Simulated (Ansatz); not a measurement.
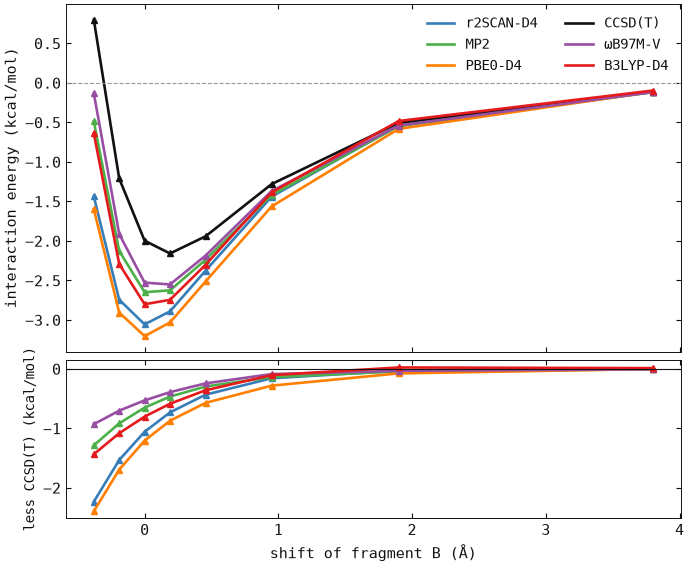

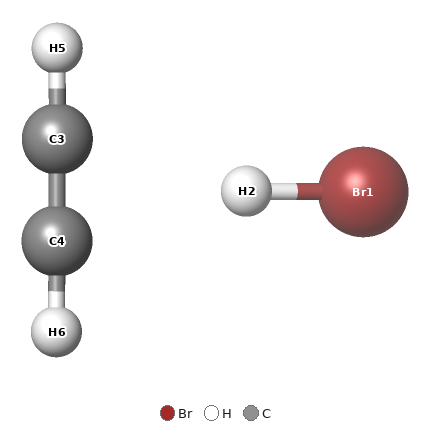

Interaction curve of the pair BrH (A) and C₂H₂ (B), SMILES Br.C#C, from the arrangement drawn (closest contact, H···H pairs aside, H2···C4 2.40 Å and its like; others can bind more strongly), without the energy that it costs to deform the partners. The Ansatz code 0.2.0, def2-TZVPPD, cores frozen in correlated methods. Fragment B of a pair is moved rigidly from the minimum (PBE0-D4/def2-TZVP) along the line between the fragments' mean atom positions; interaction energies with counterpoise. On heavy atoms the filled d shell below the valence is correlated. Straight lines join the computed points.

### Which curve follows CCSD(T) best, and which worst?

Best ωB97M-V, worst PBE0-D4; largest departures, offsets in depth included: ωB97M-V 0.93, MP2 1.29, B3LYP-D4 1.44, r2SCAN-D4 2.24, PBE0-D4 2.40 kcal/mol. CCSD(T) is in the same finite basis, not at its limit.

### Order the curves at −0.38 Å, where they differ most.

PBE0-D4 −1.60, r2SCAN-D4 −1.44, B3LYP-D4 −0.64, MP2 −0.49, ωB97M-V −0.13, CCSD(T) 0.80 kcal/mol, from lowest to highest.

### Give the values at the computed points.

In kcal/mol:
| shift of fragment B (Å) | r2SCAN-D4 | MP2 | PBE0-D4 | CCSD(T) | ωB97M-V | B3LYP-D4 |
| --- | --- | --- | --- | --- | --- | --- |
| −0.38 | −1.44 | −0.49 | −1.60 | 0.80 | −0.13 | −0.64 |
| −0.19 | −2.74 | −2.13 | −2.91 | −1.21 | −1.91 | −2.29 |
| 0.00 | −3.06 | −2.65 | −3.20 | −2.00 | −2.53 | −2.80 |
| 0.19 | −2.89 | −2.63 | −3.03 | −2.16 | −2.55 | −2.75 |
| 0.46 | −2.38 | −2.24 | −2.51 | −1.94 | −2.19 | −2.30 |
| 0.95 | −1.44 | −1.42 | −1.56 | −1.28 | −1.37 | −1.39 |
| 1.90 | −0.54 | −0.55 | −0.58 | −0.51 | −0.54 | −0.48 |
| 3.80 | −0.12 | −0.12 | −0.11 | −0.11 | −0.12 | −0.10 |

Note: no scalar relativity up to krypton.
